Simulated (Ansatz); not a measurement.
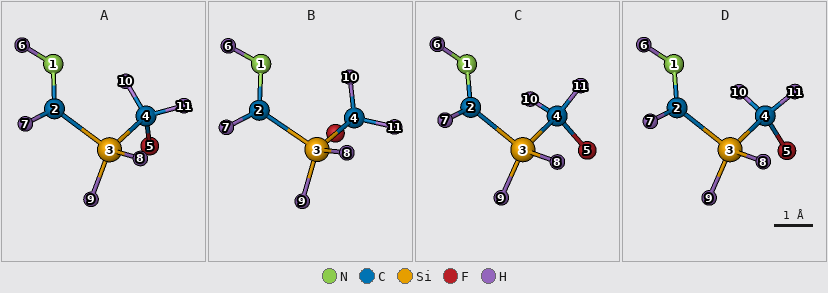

4 geometries from a converged minimum-energy path of C$_{2}$H$_{6}$FNSi, shuffled. A ball-and-stick model, seen from a free direction.

Computed with Ansatz, RKS PBE-D4/6-31G*. Run with 7 movable images; climbing image; force threshold 0.03 eV/Å; iteration limit 60; starting path by image-dependent pair potential.

### Which frame is the top of the path?

A. In order along the path, whose images run from 0 to 8: C (image 1, +0.008 eV), D (image 2, +0.028 eV), A (image 4, +0.057 eV), B (image 7, +0.026 eV). The motion is a rotation about the Si3–C4 bond by about 105°, with a turn of about 30° about C2–Si3. No bond forms or breaks between the ends. Among the angles between lasting bonds that change up to the highest image: Si3–C4–H10 111.3° → 108.1°, C2–Si3–H8 110.0° → 107.7°.
